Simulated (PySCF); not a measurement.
**CrH₂: relaxation and vibrations of the quintet**

Where does quintet CrH₂ go from a linear start, is the end point a minimum, and what are its modes, charges and moments?

Computed with PySCF 2.14.0. Level: B3LYP, basis Cr def2-TZVP, H def2-TZVP, no relativity, density fitting.

## 1. Starting geometry

3 atoms, charge 0, spin multiplicity 5.

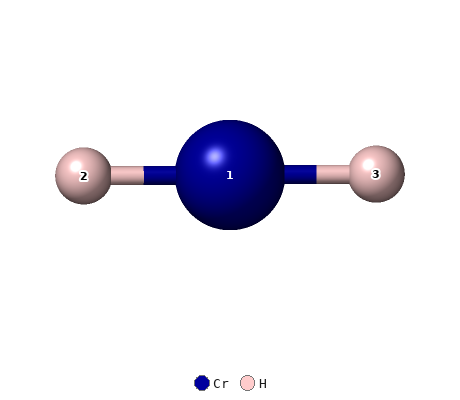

As it starts; chromium blue, hydrogen pink; atoms are numbered from 1 in the order of the file.

Coordinates in bohr (charge 0 multiplicity 5):
```
Cr    0.0000    0.0000    0.0000
H     0.0000    0.0000    2.9102
H     0.0000    0.0000   -2.9102
```

## 2. First SCF at the start

One driver script runs all steps and calls PySCF; scf.py shows how it sets up the SCF of each step. The optimiser is the driver's own. After this first run the driver tries any further starts and a stability analysis.

Contents of scf.py:

```python
from pyscf import gto, scf, dft
mol = gto.M(atom='''
Cr     0.000000     0.000000     0.000000
H      0.000000     0.000000     1.540000
H      0.000000     0.000000    -1.540000''',
    basis={'Cr': 'def2-TZVP', 'H': 'def2-TZVP'},
    charge=0, spin=4)
mf = dft.UKS(mol, xc='B3LYP')
mf.grids.atom_grid = (50, 194)
aux = {'Cr': 'def2-universal-JKFIT', 'H': 'def2-universal-JKFIT'}
mf = mf.density_fit(auxbasis=aux)
mf.conv_tol = 1e-08
mf.diis_space = 10
mf.max_cycle = 60
mf.init_guess = 'minao'
mf.verbose = 4
mf.kernel()
```

On the command line:

```bash
OMP_NUM_THREADS=2 python axn.py task.json out
```

Further steps of the session: Relaxing the quintet from the linear start; Vibrations and properties at this point.

Q: Predict the outcome of this session. Wanted: minimum; geometry; wavenumbers; dipole moment; highest occupied, lowest empty level; polar-tensor charge of Cr1; zero-point energy; atomisation energy; ⟨S²⟩.

As calculated:

```
                                          quantity                             value
                                           minimum                      quintet, D∞h
                                          geometry  Cr–H 1.725 Å (×2); H–Cr–H 180.0°
                                wavenumbers (cm⁻¹)  428 (πu), 1469 (σu+), 1687 (σg+)
                                     dipole moment                            0.00 D
highest occupied, lowest empty level (either spin)                   -6.44, -4.08 eV
                        polar-tensor charge of Cr1                           +1.17 e
                                 zero-point energy                       24.0 kJ/mol
                               entropy at 298.15 K                   217.6 J/(mol K)
         atomisation energy (no zero-point energy)                        395 kJ/mol
                                              ⟨S²⟩                             6.026
```

What this shows: The linear start keeps its D∞h symmetry and ends in a minimum. In the infrared the band at 1469 cm⁻¹ (σu+, stretch) leads. The dipole vanishes although Cr1 carries +1.2 e by the polar tensor: the bond dipoles cancel. Most of the spin sits on Cr1 (Mulliken spin 4.17, against 4 for the whole molecule). Other starts or spin states, not run here, may lie lower. One determinant may miss the lowest occupation of an open d or f shell.
